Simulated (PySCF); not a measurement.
# NMR shielding calculation of C3H9AlO

- system: C3H9AlO, SMILES C[CH2][AlH][O]C
- method: GIAO PBE0/cc-pVDZ NMR shielding, non-relativistic, gas phase (PySCF 2.14.0)

The geometry comes from this level: PBE0-D3(BJ)/def2-SVP. Figures and captions count atoms from 1; the log counts them from 0 in places.

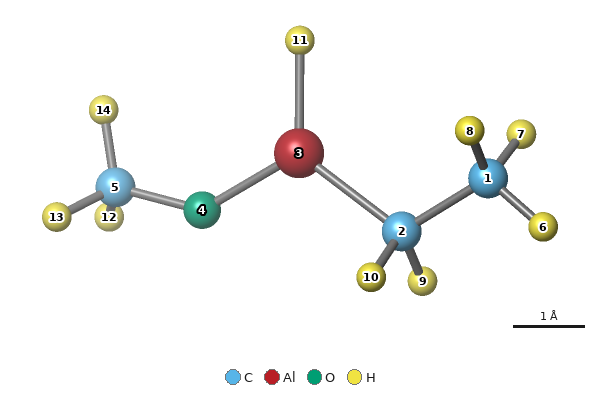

*The input geometry (ball-and-stick view, seen at a tilt; atoms are numbered from 1 in the order of the input). Sticks mark near contacts.*

Input file
```
{"job": {"kind": "nmr", "xc": "PBE0", "basis": "cc-pVDZ", "pop": true}, "charge": 0, "multiplicity": 1}
C     -2.685076     0.268627    -0.079156
C     -1.340834    -0.129347    -0.689287
Al     0.233997     0.150957     0.435112
O      1.745190    -0.295841    -0.210047
C      3.078719    -0.279475     0.169535
H     -3.527233     0.080191    -0.765393
H     -2.896743    -0.285744     0.849548
H     -2.718603     1.339294     0.180912
H     -1.347714    -1.195992    -0.981737
H     -1.169788     0.411825    -1.638467
H      0.202323     0.760871     1.907391
H      3.497413    -1.302265     0.178466
H      3.683036     0.311166    -0.542289
H      3.238256     0.150364     1.177819
```

The first line tells a small driver script what to run in PySCF; the rest is the geometry in Å.

Launch command:
```bash
OMP_NUM_THREADS=1 python <driver script> task.json out
```

The program's output
```
coarse grid: 11552 points
cycle   1  E = -436.9437515242  dE =  2.232e-01  |g| = 7.546e-01  |ddm| = 6.431e+00
cycle   2  E = -436.6599482922  dE =  2.838e-01  |g| = 1.383e+00  |ddm| = 2.841e+00
cycle   3  E = -437.0605420686  dE = -4.006e-01  |g| = 1.435e-01  |ddm| = 1.810e+00
cycle   4  E = -437.0646107005  dE = -4.069e-03  |g| = 6.318e-02  |ddm| = 3.270e-01
cycle   5  E = -437.0656639867  dE = -1.053e-03  |g| = 6.134e-03  |ddm| = 1.150e-01
cycle   6  E = -437.0656738796  dE = -9.893e-06  |g| = 1.981e-03  |ddm| = 1.373e-02
final grid: 105072 points
cycle   7  E = -437.0741254928  dE = -8.017e-06  |g| = 9.952e-03  |ddm| = 4.597e-02
cycle   8  E = -437.0741050768  dE =  2.042e-05  |g| = 1.403e-02  |ddm| = 3.462e-02
cycle   9  E = -437.0741479973  dE = -4.292e-05  |g| = 1.549e-03  |ddm| = 1.991e-02
cycle  10  E = -437.0741485272  dE = -5.299e-07  |g| = 1.335e-04  |ddm| = 2.390e-03
cycle  11  E = -437.0741485310  dE = -3.852e-09  |g| = 5.078e-05  |ddm| = 3.384e-04
cycle  12  E = -437.0741485317  dE = -6.202e-10  |g| = 1.455e-05  |ddm| = 1.056e-04
```

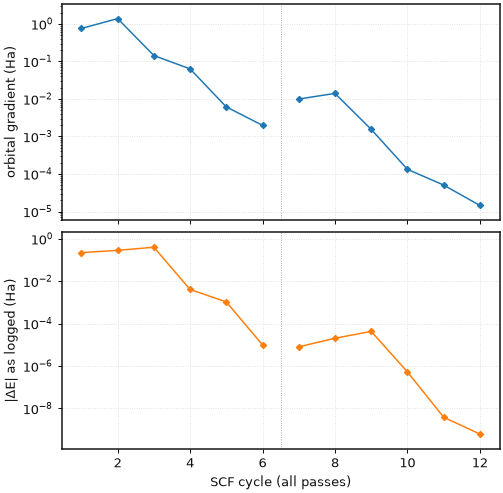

*Convergence of the self-consistent field: orbital gradient and size of the energy change against the SCF cycle. The dotted line marks the change from a coarse to the final integration grid.*

The first 6 cycles use a coarse grid, the final grid takes over at cycle 7, and the field converges after 12 cycles in all.

```
converged SCF energy = -437.0741485317

GIAO shielding tensors (ppm)
atom      isotropic    diamagn.    paramagn.     s11        s22        s33       span
  0 C      186.215     241.491     -55.275    179.891    181.887    196.868     16.976
  1 C      193.325     243.528     -50.203    185.890    191.939    202.147     16.257
  2 Al     426.296     801.563    -375.268    360.822    414.519    503.546    142.723
  3 O      256.124     392.942    -136.818    114.499    294.219    359.654    245.155
  4 C      144.545     237.547     -93.002    117.866    122.215    193.554     75.688
  5 H       30.080      26.214       3.865     25.347     27.966     36.925     11.578
  6 H       30.378      28.947       1.431     26.148     28.544     36.442     10.293
  7 H       30.375      28.935       1.440     26.157     28.529     36.438     10.281
  8 H       31.063      30.138       0.925     26.283     30.247     36.659     10.377
  9 H       31.067      30.136       0.931     26.287     30.242     36.673     10.386
 10 H       26.379      30.966      -4.587     23.155     24.426     31.555      8.400
 11 H       27.503      27.391       0.112     23.351     25.439     33.719     10.368
 12 H       27.506      27.404       0.102     23.360     25.442     33.716     10.356
 13 H       27.279      28.256      -0.976     23.508     25.340     32.990      9.482
```

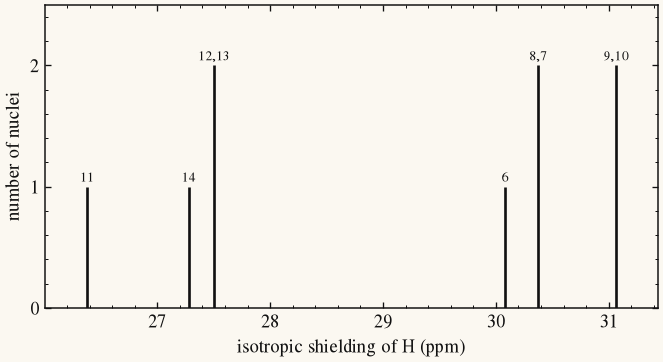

*Isotropic shieldings of the hydrogen nuclei in this fixed geometry, labelled by atom number; shielding grows to the right, so chemical shift grows to the left.*

The least shielded is H11 (26.4 ppm), the most shielded H10 (31.1 ppm).

Summary

- outcome: converged
- total energy: −437.074149 hartree
- HOMO: −7.39 eV
- LUMO: −0.49 eV
- dipole moment: 0.09 D
- isotropic shielding, C: 144.5 to 193.3 ppm
- isotropic shielding, Al: 426.3 ppm
- isotropic shielding, O: 256.1 ppm
- isotropic shielding, H: 26.4 to 31.1 ppm
- hardware: 1 CPU thread, shared host
- wall time: 9.1 s
- peak memory: 0.64 GiB
